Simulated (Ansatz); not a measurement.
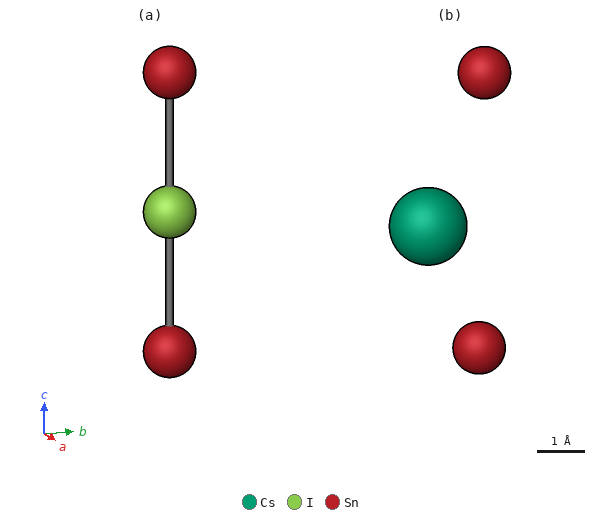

Left: perfect CsSnI$_{3}$. Right: the same region with one point defect, after relaxing the atoms in a supercell of 40 sites. Style: ball-and-stick. Shown: the atoms within 3.3 Å of one point, slightly off an axis.

Theory: Ansatz 0.2.0, DFT, PBEsol, PAW, plane waves. (plane-wave cutoff 420 eV; k-point mesh 1 × 1 × 1; mesh shifted by (0.25, 0.25, 0.25); collinear spin) Fermi-Dirac smearing of 0.01 eV. The axes drawn are those of the host's conventional cell.

> What kind of defect was made?

An iodine atom is replaced by caesium.

The charge state of the cell is 0.

> What does the relaxation do around it?

In the host the I atom has 2 Sn at 3.08 Å; the Cs atom ends with 2 Sn at 3.75 to 3.76 Å, 1 Cs at 3.78 Å, 4 I at 3.93 to 3.99 Å. Of the host's atoms, a caesium atom moves furthest from its site, by 1.23 Å. The Cs atom itself moves 1.79 Å from where it was put. The cell ends without a net magnetic moment.
